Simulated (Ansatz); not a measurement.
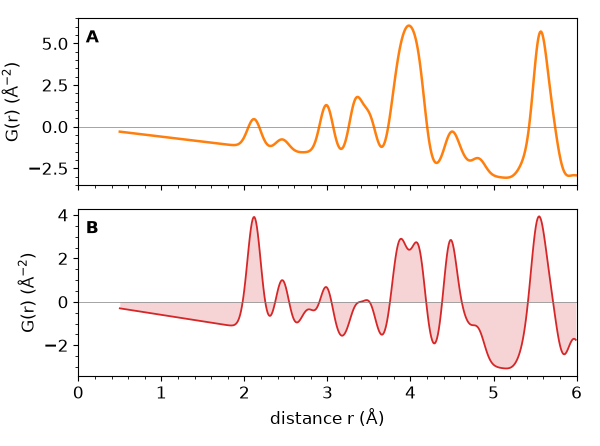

Two calculated pair distribution functions of the same structure of SrHgIO2, one with X-ray weights (atomic numbers) and one with neutron weights (tabulated coherent scattering lengths, natural isotope mix where the element has one), both with peak width σ = 0.08 Å. It is based on coordinates from a relaxation (final pressure about 7.1 GPa) with DFT, PAW plane waves, r2scan in Ansatz; the starting structure was generated, so it need not be a known form of this composition.

```cif
data_structure
_symmetry_space_group_name_H-M 'Cmcm'
_symmetry_Int_Tables_number 63
_cell_length_a 5.7129
_cell_length_b 13.1669
_cell_length_c 5.5806
_cell_angle_alpha 90.000
_cell_angle_beta 90.000
_cell_angle_gamma 90.000
_cell_volume 419.77
loop_
_atom_site_label
_atom_site_type_symbol
_atom_site_symmetry_multiplicity
_atom_site_Wyckoff_symbol
_atom_site_fract_x
_atom_site_fract_y
_atom_site_fract_z
_atom_site_occupancy
I1 I 4 c 0.50000 0.25316 0.25000 1
O1 O 8 e 0.26206 0.00000 0.00000 1
Sr1 Sr 4 c 0.00000 0.38645 0.25000 1
Hg1 Hg 4 c 0.00000 0.04120 0.25000 1
```

Q: Tell the X-ray curve from the neutron curve.

A: Curve B is the neutron PDF and A the X-ray PDF. The weight that changes most is that of O–Hg (first at 2.12 Å): 0.07 for X-rays, 0.22 for neutrons.

Q: Give the weight with which each partial g(r) enters the total (Faber–Ziman weights, summing to 1).

A:
| pair | X-ray | neutron |
| --- | --- | --- |
| I–I | 0.08 | 0.02 |
| I–O | 0.05 | 0.09 |
| I–Sr | 0.12 | 0.06 |
| I–Hg | 0.24 | 0.10 |
| O–O | 0.01 | 0.10 |
| O–Sr | 0.03 | 0.12 |
| O–Hg | 0.07 | 0.22 |
| Sr–Sr | 0.04 | 0.04 |
| Sr–Hg | 0.17 | 0.13 |
| Hg–Hg | 0.18 | 0.12 |

Scattering lengths used: I 5.28 fm, O 5.80 fm, Sr 7.02 fm, Hg 12.69 fm.
